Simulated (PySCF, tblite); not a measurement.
**C5H6Cl3NSi: geometry, infrared bands and NMR shifts**

Wanted: the infrared bands and NMR shifts of C5H6Cl3NSi (`C=N[Si@](Cl)(C#CC)C(Cl)Cl`), by calculation.

Programs: tblite 0.8.0 and PySCF 2.14.0, with density-fitted response routines of our own. Each step states its level of theory. These are calculated values for one molecule in the gas phase, unless marked as measured. Atoms are numbered from 0 throughout.

**1. The starting structure**

16 atoms, charge 0, multiplicity 1; geometry from: force field or distance geometry start.

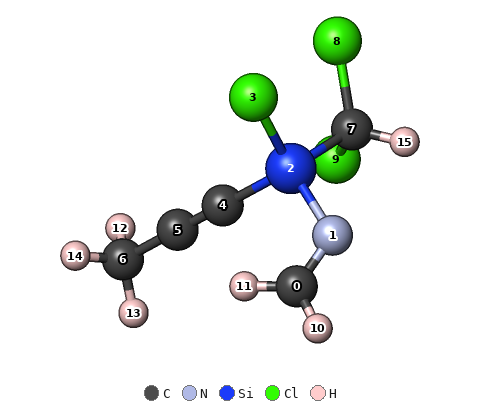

As it starts; carbon dark grey, nitrogen light blue, silicon blue, chlorine green, hydrogen pink, atoms numbered.

**2. Optimising the geometry with GFN2-xTB**

The job: settings as JSON, then the geometry in Å.

```
{"job": {"kind": "relax", "xc": "GFN2-xTB", "basis": "xTB"}, "charge": 0, "multiplicity": 1}
C     -0.623400     2.650200     0.259500
N     -1.574200     1.807800     0.448000
Si    -1.129400     0.145800     1.008500
Cl    -1.116900     0.105300     3.084000
C      0.516600    -0.279000     0.337300
C      1.605400    -0.561200    -0.105700
C      2.926600    -0.908500    -0.652400
C     -2.346000    -1.084700     0.319900
Cl    -2.678600    -2.267500     1.600600
Cl    -1.616500    -1.948000    -1.047400
H     -0.802900     3.667600    -0.070600
H      0.376400     2.313500     0.440300
H      2.895200    -2.006500    -0.831000
H      3.135000    -0.387400    -1.615100
H      3.690600    -0.655100     0.104000
H     -3.265500    -0.583300    -0.024000
```

Launch:

```sh
$ OMP_NUM_THREADS=1 python probes_run.py task.json out
```

The driver reads the jobs from task.json and runs them one after another.

What it wrote:

```text
step      E/eV     max force
  0    -870.80296    2.216
  1    -870.93551    1.786
  2    -871.00983    0.658
  3    -871.04091    0.526
  4    -871.07241    1.016
  5    -871.07579    1.901
  6    -871.09726    0.385
  7    -871.11142    0.383
  8    -871.12951    0.684
  9    -871.14255    0.544
 10    -871.15572    0.264
 11    -871.16507    0.280
 12    -871.17228    0.366
 13    -871.17907    0.289
 14    -871.18739    0.273
 15    -871.19688    0.279
 16    -871.20539    0.355
 17    -871.21145    0.264
 18    -871.21635    0.213
 19    -871.22196    0.239
 20    -871.22897    0.339
 21    -871.23561    0.333
 22    -871.24048    0.233
 23    -871.24411    0.154
 24    -871.24730    0.193
 25    -871.25034    0.210
 26    -871.25298    0.137
 27    -871.25514    0.124
 28    -871.25703    0.125
 29    -871.25871    0.122
 30    -871.26010    0.125
 31    -871.26140    0.109
 32    -871.26288    0.134
 33    -871.26457    0.158
 34    -871.26639    0.113
 35    -871.26813    0.134
 36    -871.27021    0.141
 37    -871.27350    0.243
 38    -871.27784    0.272
 39    -871.28186    0.195
 40    -871.28466    0.124
 41    -871.28724    0.156
 42    -871.29021    0.239
 43    -871.29307    0.230
 44    -871.29480    0.157
 45    -871.29648    0.106
 46    -871.29765    0.116
 47    -871.29961    0.121
 48    -871.30104    0.093
 49    -871.30225    0.063
 50    -871.30296    0.061
 51    -871.30379    0.090
 52    -871.30496    0.089
 53    -871.30643    0.116
 54    -871.30792    0.116
 55    -871.30895    0.208
 56    -871.31044    0.124
 57    -871.31178    0.099
 58    -871.31458    0.126
 59    -871.31537    0.105
 60    -871.31644    0.053
 61    -871.31700    0.058
 62    -871.31789    0.102
 63    -871.31914    0.135
 64    -871.32070    0.126
 65    -871.32213    0.095
 66    -871.32323    0.063
 67    -871.32424    0.086
 68    -871.32510    0.102
 69    -871.32625    0.088
 70    -871.32729    0.073
 71    -871.32824    0.075
 72    -871.32892    0.068
 73    -871.32956    0.080
 74    -871.33024    0.085
 75    -871.33101    0.081
 76    -871.33178    0.084
 77    -871.33248    0.093
 78    -871.33318    0.075
 79    -871.33389    0.056
 80    -871.33446    0.056
 81    -871.33502    0.066
 82    -871.33570    0.087
 83    -871.33690    0.137
 84    -871.33871    0.162
 85    -871.34114    0.156
 86    -871.34311    0.141
 87    -871.34513    0.156
 88    -871.34659    0.139
 89    -871.34802    0.082
 90    -871.34947    0.079
 91    -871.35011    0.074
 92    -871.35084    0.078
 93    -871.35131    0.077
 94    -871.35198    0.079
 95    -871.35264    0.066
 96    -871.35370    0.072
 97    -871.35404    0.041
 98    -871.35435    0.032
 99    -871.35451    0.035
100    -871.35463    0.029
101    -871.35477    0.029
102    -871.35496    0.065
103    -871.35520    0.040
104    -871.35546    0.036
105    -871.35565    0.024
106    -871.35575    0.033
107    -871.35583    0.029
108    -871.35590    0.020
109    -871.35595    0.014
110    -871.35598    0.014
111    -871.35601    0.013
112    -871.35604    0.008
```

It took 1.5 s on 1 thread of Arm Neoverse V1, shared host.

Along the way: (not every step is listed)

```
step  energy from step 0 (eV)  largest force (eV/Å)
   0                   0.0000                2.2158
   1                  -0.1326                1.7863
   2                  -0.2069                0.6580
   3                  -0.2380                0.5263
   4                  -0.2695                1.0162
   5                  -0.2728                1.9006
   6                  -0.2943                0.3847
   7                  -0.3085                0.3825
   8                  -0.3265                0.6842
  17                  -0.4085                0.2643
  26                  -0.4500                0.1369
  35                  -0.4652                0.1345
  44                  -0.4918                0.1570
  53                  -0.5035                0.1156
  62                  -0.5149                0.1021
  71                  -0.5253                0.0755
  80                  -0.5315                0.0558
  89                  -0.5451                0.0824
  98                  -0.5514                0.0319
 107                  -0.5529                0.0290
 108                  -0.5529                0.0198
 109                  -0.5530                0.0145
 110                  -0.5530                0.0140
 111                  -0.5530                0.0135
 112                  -0.5531                0.0085
```

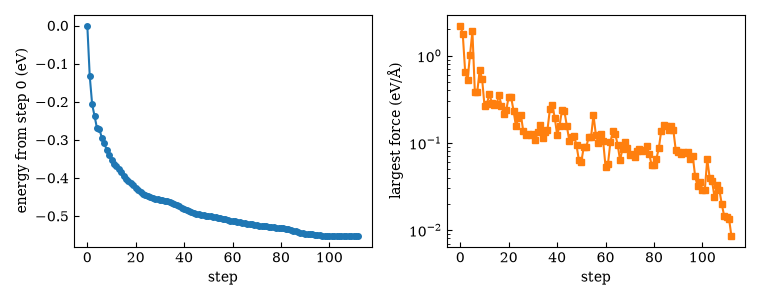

Energy and largest force along the relaxation.

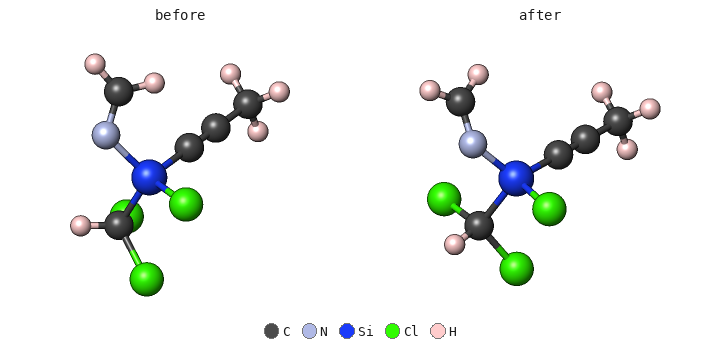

Before and after, at one scale.

Distances of close pairs at the start and the end, largest changes first:

```
   bond  before (Å)  after (Å)  change (Å)
 N1–Si2       1.809      1.719      -0.091
 Si2–C7       1.862      1.931      +0.069
Si2–Cl3       2.076      2.011      -0.065
  C0–N1       1.284      1.248      -0.036
  C5–C6       1.471      1.440      -0.031
 C6–H13       1.114      1.089      -0.025
 C6–H12       1.113      1.089      -0.024
 C0–H11       1.070      1.091      +0.021
```

The end geometry stands in the next job.

**3. Vibrational analysis with GFN2-xTB**

The job: settings as JSON, then the geometry in Å.

```
{"job": {"kind": "ir", "xc": "GFN2-xTB", "basis": "xTB"}, "charge": 0, "multiplicity": 1}
C     -1.055203     2.800735     0.090934
N     -1.456215     1.808463     0.732702
Si    -0.857918     0.242976     1.113162
Cl    -0.966680     0.123727     3.117413
C      0.756743    -0.371920     0.480913
C      1.803234    -0.780217     0.040614
C      3.052241    -1.279111    -0.474236
C     -2.220067    -0.891040     0.345889
Cl    -1.885161    -2.592875     0.722850
Cl    -2.283648    -0.681728    -1.417087
H     -1.702136     3.670321     0.014444
H     -0.087609     2.867129    -0.409391
H      2.983256    -2.356334    -0.620454
H      3.279959    -0.803935    -1.427782
H      3.854362    -1.066938     0.231644
H     -3.222758    -0.680308     0.714458
```

What it wrote:

```text
mode    cm-1     km/mol
  1     -32.8      0.00
  2      22.2      0.61
  3      40.9      1.08
  4      53.0      0.63
  5      56.5      2.60
  6      85.4      1.32
  7     117.1      3.97
  8     155.3      5.37
  9     168.3      0.64
 10     177.2      6.06
 11     222.4     19.29
 12     251.0     43.92
 13     297.4      9.82
 14     307.9      7.72
 15     327.9     10.06
 16     348.9     29.05
 17     441.6      8.19
 18     482.4     43.01
 19     582.2    114.25
 20     624.5    104.29
 21     666.0     16.70
 22     786.0     76.65
 23     792.2    129.15
 24    1004.1     10.44
 25    1009.8      6.98
 26    1011.2      5.68
 27    1117.0      0.93
 28    1128.0     12.09
 29    1138.7     15.12
 30    1161.6     35.29
 31    1377.9      7.57
 32    1436.5      8.74
 33    1437.2      8.54
 34    1438.1      1.24
 35    1771.7    119.80
 36    2317.1    319.71
 37    2913.0     43.38
 38    2958.9      3.29
 39    2988.4     26.84
 40    3011.3      9.49
 41    3012.8     10.25
 42    3017.4      9.30
```

Wall time 1 s (1 thread of Arm Neoverse V1, shared host).

Which atoms move in the most intense modes:

| cm⁻¹ | km/mol | atoms |
| --- | --- | --- |
| 251 | 43.9 | Cl8 15 %, C5 13 %, Cl3 12 %, Cl9 12 % |
| 582 | 114.2 | Si2 51 %, Cl3 13 %, C7 12 % |
| 624 | 104.3 | Si2 38 %, C7 35 % |
| 786 | 76.7 | C7 65 %, Si2 12 %, H15 12 % |
| 792 | 129.2 | Si2 49 %, N1 28 %, C0 13 % |
| 1772 | 119.8 | N1 50 %, C0 47 % |
| 2317 | 319.7 | C5 53 %, C4 46 % |
| 2913 | 43.4 | H11 92 % |

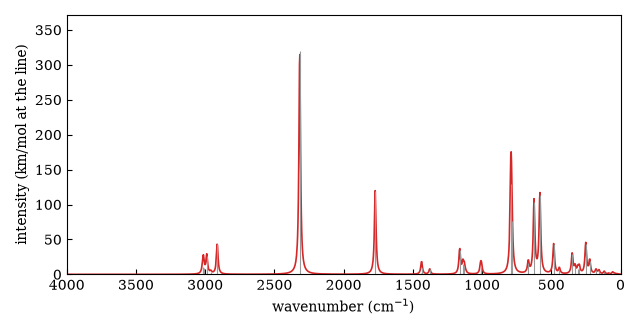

The infrared spectrum from these modes, unscaled. Lines are broadened to a width of 14 cm⁻¹ (Lorentzian).

**4. Shielding tensors: PBE0/pcSseg-1**

The job, as its differences from that of step 3:

```diff
@@ -1,2 +1,2 @@
-{"job": {"kind": "ir", "xc": "GFN2-xTB", "basis": "xTB"}, "charge": 0, "multiplicity": 1}
+{"job": {"kind": "nmr", "xc": "PBE0", "basis": "pcSseg-1"}, "charge": 0, "multiplicity": 1}
 C     -1.055203     2.800735     0.090934
```

Level: GIAO PBE0/pcSseg-1 NMR shielding, non-relativistic, gas phase.

What it wrote:

```text
coarse grid: 16712 points
cycle   1  E = -1917.8722236850  dE =  1.321e+00  |g| = 5.938e-01  |ddm| = 4.218e+00
cycle   2  E = -1917.8041796640  dE =  6.804e-02  |g| = 8.209e-01  |ddm| = 1.343e+00
cycle   3  E = -1917.9574552941  dE = -1.533e-01  |g| = 1.294e-01  |ddm| = 7.531e-01
cycle   4  E = -1917.9608606980  dE = -3.405e-03  |g| = 4.833e-02  |ddm| = 1.447e-01
cycle   5  E = -1917.9612995117  dE = -4.388e-04  |g| = 2.093e-02  |ddm| = 5.871e-02
cycle   6  E = -1917.9614025708  dE = -1.031e-04  |g| = 4.840e-03  |ddm| = 1.979e-02
cycle   7  E = -1917.9614063468  dE = -3.776e-06  |g| = 2.787e-03  |ddm| = 5.602e-03
final grid: 146432 points
cycle   8  E = -1918.0164145120  dE = -3.918e-05  |g| = 8.850e-03  |ddm| = 3.558e-02
cycle   9  E = -1918.0163856377  dE =  2.887e-05  |g| = 1.365e-02  |ddm| = 1.916e-02
cycle  10  E = -1918.0164282168  dE = -4.258e-05  |g| = 3.846e-03  |ddm| = 1.257e-02
cycle  11  E = -1918.0164317901  dE = -3.573e-06  |g| = 5.631e-04  |ddm| = 3.052e-03
cycle  12  E = -1918.0164318598  dE = -6.967e-08  |g| = 1.448e-04  |ddm| = 5.677e-04
cycle  13  E = -1918.0164318646  dE = -4.745e-09  |g| = 4.410e-05  |ddm| = 1.631e-04
cycle  14  E = -1918.0164318650  dE = -4.388e-10  |g| = 1.019e-05  |ddm| = 4.656e-05
converged SCF energy = -1918.0164318650

GIAO shielding tensors (ppm)
atom      isotropic    diamagn.    paramagn.     s11        s22        s33       span
  0 C        9.621     252.886    -243.265    -81.450    -22.805    133.118    214.568
  1 N     -145.825     330.827    -476.652   -513.010   -170.498    246.034    759.044
  2 Si     387.844     879.049    -491.205    366.499    384.439    412.595     46.096
  3 Cl     912.510    1147.732    -235.222    833.534    895.886   1008.110    174.576
  4 C      108.486     260.083    -151.597     23.453     32.382    269.623    246.170
  5 C       71.508     274.132    -202.623    -29.061    -23.593    267.180    296.241
  6 C      181.353     251.912     -70.559    172.450    172.564    199.046     26.595
  7 C      112.595     252.535    -139.940     71.941    132.408    133.435     61.494
  8 Cl     755.763    1146.210    -390.447    473.106    758.596   1035.586    562.479
  9 Cl     749.372    1147.971    -398.599    459.302    758.800   1030.014    570.713
 10 H       23.070      26.168      -3.099     21.510     22.763     24.936      3.427
 11 H       22.981      31.922      -8.940     20.793     21.528     26.624      5.831
 12 H       29.508      27.631       1.877     24.147     28.302     36.075     11.928
 13 H       29.637      29.340       0.297     24.445     27.843     36.624     12.179
 14 H       29.583      26.414       3.169     24.350     27.724     36.675     12.325
 15 H       26.137      29.201      -3.063     21.596     26.048     30.767      9.171
```

It took 57 s on 1 thread of Arm Neoverse V1, shared host; peak memory 1.1 GiB.

The references, computed at this level on geometries of the same kind, shield at (ppm): 1H TMS 31.72, 13C TMS 186.9, 29Si TMS 349.2, 15N NH3 267.7, 35Cl HCl 950. Their shielding less the atom's gives the shift. The references are single molecules in the gas phase, so shifts against H2O, NH3, PH3, H3PO4 or CFCl3 are not on the usual liquid scales and can be off by tens of ppm. Atoms listed in one row are averaged.

```
        atoms                                  environment  σ (ppm)  δ (ppm)  δ scaled to CDCl3
           C0                                   C=N carbon      9.6    177.3              171.1
           C5                                alkyne carbon     71.5    115.4              110.7
           C4                                alkyne carbon    108.5     78.4               74.6
           C7                 sp3 CH bonded to 2 Cl and Si    112.6     74.3               70.6
           C6                    propargylic methyl carbon    181.4      5.6                3.5
          H11                     hydrogen on a C=N carbon    22.98     8.74               8.34
          H10                     hydrogen on a C=N carbon    23.07     8.65               8.26
          H15  hydrogen on an sp3 CH bonded to 2 Cl and Si    26.14     5.58               5.37
H12, H13, H14      hydrogen on a propargylic methyl carbon    29.58     2.14               2.12
           N1                               imine nitrogen   -145.8    413.6                  –
          Si2                 silicon bonded to 2 C, Cl, N    387.8    -38.7                  –
          Cl9                         chlorine bonded to C      749      200                  –
          Cl8                         chlorine bonded to C      756      194                  –
          Cl3                        chlorine bonded to Si      913       37                  –
```

The scaled column applies a straight-line fit of computed shieldings to shifts measured in CDCl3, with any fitted terms for Cl, Br or S neighbours (root-mean-square error 0.16 ppm for H, 1.9 ppm for C).

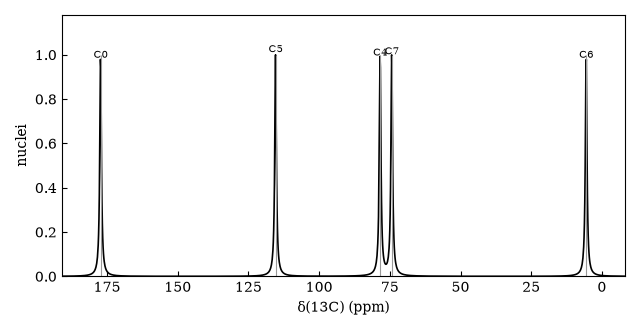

13C lines at the computed shifts, without couplings. Lines are broadened to a width of 0.69 ppm (Lorentzian).

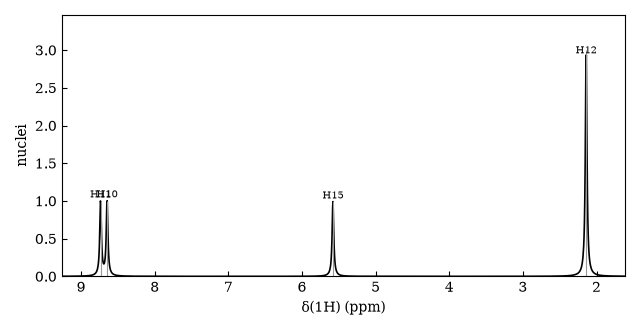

1H lines at the computed shifts, without couplings. Lines are broadened to a width of 0.03 ppm (Lorentzian).

Charges from the same density, by scheme (e):

| atoms | Mulliken | IAO | Hirshfeld | ESP fit |
| --- | --- | --- | --- | --- |
| C0 | 0.09 | -0.05 | 0.05 | 0.28 |
| N1 | -0.56 | -0.53 | -0.23 | -0.52 |
| Si2 | 1.12 | 1.17 | 0.38 | 0.70 |
| Cl3 | -0.28 | -0.28 | -0.10 | -0.13 |
| C4 | -0.39 | -0.42 | -0.20 | -0.49 |
| C5 | -0.15 | 0.05 | 0.00 | 0.33 |
| C6 | -0.16 | -0.44 | -0.09 | -0.59 |
| C7 | -0.45 | -0.39 | -0.06 | -0.69 |
| Cl8 | -0.07 | -0.06 | -0.06 | 0.01 |
| Cl9 | -0.08 | -0.06 | -0.06 | 0.03 |

IAO charges:

C0 -0.05; N1 -0.53; Si2 1.17; Cl3 -0.28; C4 -0.42; C5 0.05; C6 -0.44; C7 -0.39; Cl8 -0.06; Cl9 -0.06; H10 0.15; H11 0.12; H12 0.18; H13 0.18; H14 0.18; H15 0.19

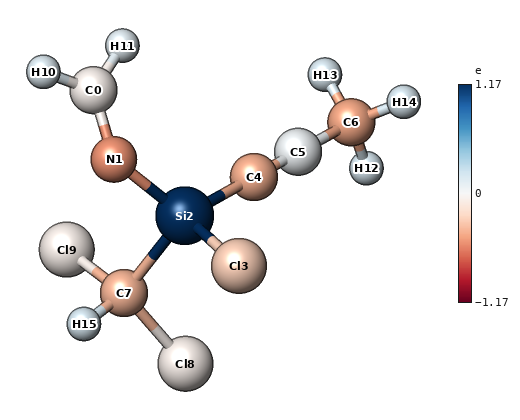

IAO charges, as colours on the atoms.

Mayer bond orders: C0–N1 1.94, N1–Si2 1.01, Si2–Cl3 1.03, Si2–C4 0.96, C4–C5 2.56, C5–C6 1.19, Si2–C7 0.74, C7–Cl8 1.00, C7–Cl9 0.99.

**5. Results**

```
                                                              quantity                              value
                             strongest single infrared mode (GFN2-xTB)              2317 cm⁻¹, 320 km/mol
                                          zero-point energy (GFN2-xTB)                      60.4 kcal/mol
                                13C shifts against TMS (PBE0/pcSseg-1)  177.3, 115.4, 78.4, 74.3, 5.6 ppm
1H shifts against TMS (PBE0/pcSseg-1, means over atoms taken as alike)         8.74, 8.65, 5.58, 2.14 ppm
                                15N shifts against NH3 (PBE0/pcSseg-1)                          413.6 ppm
                               29Si shifts against TMS (PBE0/pcSseg-1)                          -38.7 ppm
                               35Cl shifts against HCl (PBE0/pcSseg-1)                   200, 194, 37 ppm
```

Relaxing lowered the energy by 0.553 eV in 112 steps; the close pair that moved most is N1–Si2, from 1.809 to 1.719 Å. The lowest mode is imaginary (33i cm⁻¹), so the xTB geometry is not a minimum. The strongest single mode, at 2317 cm⁻¹, moves mainly C5 and C4. Unscaled tight-binding wavenumbers are off by several per cent, some by more. Its intensities can rank the bands wrongly. C7 stands next to heavy halogen, whose spin-orbit shielding this run leaves out, so the computed shift lies too far downfield, most of all for carbon beside Br or I. At PBE0/pcSseg-1: Shielding is most anisotropic at N1 (span 759 ppm, paramagnetic term -477 ppm).
